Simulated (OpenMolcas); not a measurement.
**One shape, several levels: doublet [Si4H10]+**

Aim: a comparison of 6 runs (UHF/STO-3G, UHF/6-31G*, U-r2SCAN/6-31G*, U-revPBE/6-31G*, UPBE/6-31G*, UPBE0/6-31G*) of doublet [Si4H10]+. 

The calculation is run with OpenMolcas 26.06.

## Step 1: The molecule

[Si4H10]+ has 14 atoms, charge +1, and is taken as a doublet. As SMILES of the parent species, `[SiH3][SiH]([SiH3])[SiH3]`. Geometry: relaxed at PBE0-D4/def2-TZVP. That shape belongs to the parent species and isn't relaxed for this state.

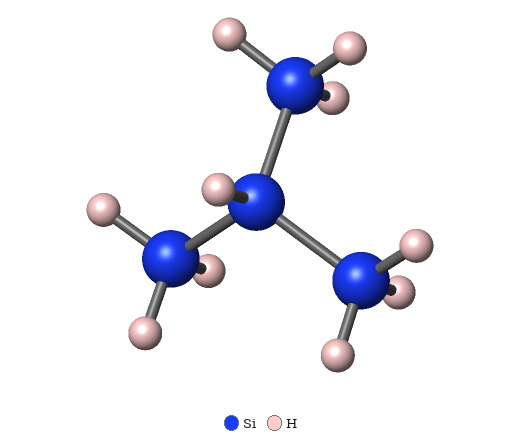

The structure, seen from a chosen angle (silicon blue, hydrogen pink).

## Step 2: A single-point energy at UHF/STO-3G (run 1)

mol.xyz

```xyz
14

Si    -1.586600     0.449770    -1.468220
Si    -0.437700    -0.033320     0.509060
Si     1.124000     1.651140     0.941090
Si     0.660040    -2.085920     0.297480
H     -2.588800    -0.607930    -1.768740
H     -2.287510     1.758070    -1.365710
H     -0.615640     0.517850    -2.593590
H     -1.409520    -0.107160     1.639330
H      2.091010     1.722300    -0.187470
H      1.875310     1.366450     2.193260
H      0.452630     2.971990     1.075490
H      1.404530    -2.417500     1.542160
H      1.628750    -2.008150    -0.829180
H     -0.310500    -3.177580     0.015050
```

test.input

```
&GATEWAY
  BasLib=$CurrDir
  Coord=mol.xyz
  Basis=STO-3G
  Group=NoSym

&SEWARD

&SCF
  UHF
  Charge=1
  Spin=2
  Thresholds=1e-10 1e-07 1e-07 1e-05
  PrOrbitals=1 2
```

The basis set STO-3G is read from a file made from the Basis Set Exchange's data (not shown).

On the command line:

```
export MOLCAS_MEM=1860
pymolcas test.input > test.log
```

Output:

```text
--- Start Module: gateway ---
[...]
--- Stop Module: gateway /rc=_RC_ALL_IS_WELL_ ---
--- Start Module: seward ---
[...]
      Basis functions           46
--- Stop Module: seward /rc=_RC_ALL_IS_WELL_ ---
--- Start Module: scf ---
[...]
       Convergence after  40 Iterations
[...]
::    Total SCF energy                              -1148.0006615429
[...]
      Total spin, S                                     0.5082447737
[...]
      Total electronic charge=   65.000000
      Total            charge=    1.000000
[...]
      Dipole Moment (debye):
      Origin of the operator (angstrom)=   -0.0531   -0.0041    0.0618
                   X= -1.2919E+00               Y= -1.4649E+00               Z= -4.7933E-01           Total=  2.0111E+00
      Center of Charge (angstrom)
[...]
--- Stop Module: scf /rc=_RC_ALL_IS_WELL_ ---
[...]
```

Run time: 3.6 s. Hardware: 1 thread of Arm Neoverse V1, shared host; peak memory 0.38 GiB.

## Step 3: A single-point energy at UHF/6-31G(d) (spherical functions) (run 2)

geom.xyz

```xyz
14

Si    -1.586600     0.449770    -1.468220
Si    -0.437700    -0.033320     0.509060
Si     1.124000     1.651140     0.941090
Si     0.660040    -2.085920     0.297480
H     -2.588800    -0.607930    -1.768740
H     -2.287510     1.758070    -1.365710
H     -0.615640     0.517850    -2.593590
H     -1.409520    -0.107160     1.639330
H      2.091010     1.722300    -0.187470
H      1.875310     1.366450     2.193260
H      0.452630     2.971990     1.075490
H      1.404530    -2.417500     1.542160
H      1.628750    -2.008150    -0.829180
H     -0.310500    -3.177580     0.015050
```

mol.inp

```
* H10Si4 Hartree-Fock

&GATEWAY
  BasLib = $CurrDir
  Coord = geom.xyz
  Basis = 6-31Gs
  Group = NoSym

&SEWARD

&SCF
  UHF
  Charge = 1
  Spin = 2
  Thresholds = 1e-10 1e-07 1e-07 1e-05
  PrOrbitals = 1 2
```

The basis set 6-31G* is read from a file made from the Basis Set Exchange's data (not shown).

On the command line:

```
export MOLCAS_MEM=1860
pymolcas mol.inp > mol.log
```

Output:

```text
--- Start Module: gateway ---
[...]
--- Stop Module: gateway /rc=_RC_ALL_IS_WELL_ ---
--- Start Module: seward ---
[...]
      Basis functions           92
--- Stop Module: seward /rc=_RC_ALL_IS_WELL_ ---
[...]
--- Start Module: scf ---
[...]
       Convergence after  34 Iterations
[...]
::    Total SCF energy                              -1161.1225437221
[...]
      Total spin, S                                     0.5086588225
[...]
      Total electronic charge=   65.000000
      Total            charge=    1.000000
[...]
      Dipole Moment (debye):
      Origin of the operator (angstrom)=   -0.0531   -0.0041    0.0618
                   X= -1.9111E+00               Y=  4.0940E-01               Z= -1.0066E+00           Total=  2.1985E+00
      Center of Charge (angstrom)
[...]
--- Stop Module: scf /rc=_RC_ALL_IS_WELL_ ---
[...]
```

Run time: 16 s. Hardware: 1 thread of Arm Neoverse V1, shared host; peak memory 0.51 GiB.

Runs 3 to 5 aren't shown in full; the table further down has their settings and results.

## Step 4: The energy at UPBE0/6-31G(d) (spherical functions) (run 6)

job.inp

```
* H10Si4 Kohn-Sham DFT

&GATEWAY
  BASLIB=$CurrDir
  COORD
  14
  angstrom
  Si      -1.586600       0.449770      -1.468220
  Si      -0.437700      -0.033320       0.509060
  Si       1.124000       1.651140       0.941090
  Si       0.660040      -2.085920       0.297480
  H       -2.588800      -0.607930      -1.768740
  H       -2.287510       1.758070      -1.365710
  H       -0.615640       0.517850      -2.593590
  H       -1.409520      -0.107160       1.639330
  H        2.091010       1.722300      -0.187470
  H        1.875310       1.366450       2.193260
  H        0.452630       2.971990       1.075490
  H        1.404530      -2.417500       1.542160
  H        1.628750      -2.008150      -0.829180
  H       -0.310500      -3.177580       0.015050
  BASIS=6-31Gs
  GROUP=NoSym

&SEWARD
  GRIDINPUT
  Grid=UltraFine
  End of Grid

&SCF
  UHF
  CHARGE=1
  SPIN=2
  KSDFT=PBE0
  THRESHOLDS=1e-10 1e-07 1e-07 1e-05
  PRORBITALS=0
```

The basis set 6-31G* is read from a file made from the Basis Set Exchange's data (not shown).

On the command line:

```
export MOLCAS_MEM=1860
pymolcas job.inp > job.log
```

Output:

```text
--- Start Module: gateway ---
[...]
--- Stop Module: gateway /rc=_RC_ALL_IS_WELL_ ---
--- Start Module: seward ---
[...]
      Basis functions           92
--- Stop Module: seward /rc=_RC_ALL_IS_WELL_ ---
[...]
--- Start Module: scf ---
[...]
       Convergence after  39 Iterations
[...]
::    Total KS-DFT energy                           -1163.0381018498
[...]
      Total spin, S                                     0.5030551281
[...]
      Total electronic charge=   65.000000
      Total            charge=    1.000000
[...]
      Dipole Moment (debye):
      Origin of the operator (angstrom)=   -0.0531   -0.0041    0.0618
                   X= -5.0074E-01               Y=  1.1150E+00               Z=  1.1662E-02           Total=  1.2224E+00
      Center of Charge (angstrom)
[...]
--- Stop Module: scf /rc=_RC_ALL_IS_WELL_ ---
[...]
```

It took 2.5 min on 1 thread of Arm Neoverse V1, shared host; peak memory 0.51 GiB.

## Step 5: All runs side by side

| run | level | integration grid | energy (Eh) | HOMO energy (eV) | LUMO energy (eV) | ⟨S²⟩ | wall time |
| --- | --- | --- | --- | --- | --- | --- | --- |
| 1 | UHF/STO-3G | – | -1148.000662 | -13.21 | -6.30 | 0.767 | 3.6 s |
| 2 | UHF/6-31G* (spherical functions) | – | -1161.122544 | -15.24 | -8.11 | 0.767 | 16 s |
| 3 | U-r2SCAN/6-31G* (spherical functions) | UltraFine | -1163.423321 | -12.10 | -12.01 | 0.756 | 4.7 min |
| 4 | U-revPBE/6-31G* (spherical functions) | UltraFine | -1163.299538 | -11.90 | -11.81 | 0.752 | 2.5 min |
| 5 | UPBE/6-31G* (spherical functions) | UltraFine | -1162.915018 | -11.93 | -11.82 | 0.752 | 2.6 min |
| 6 | UPBE0/6-31G* (spherical functions) | UltraFine | -1163.038102 | -12.86 | -11.44 | 0.756 | 2.5 min |

## Step 6: What came out

```
                                 quantity           value
                      run 6: total energy  -1163.03810 Eh
run 6: HOMO energy (highest over α and β)       -12.86 eV
 run 6: LUMO energy (lowest over α and β)       -11.44 eV
                              run 6: ⟨S²⟩           0.756
```

What this shows: Totals of different functionals can't be ranked against each other. In run 1 the basis is minimal, so the values are rough. All runs together took 13 min, the longest 4.7 min.
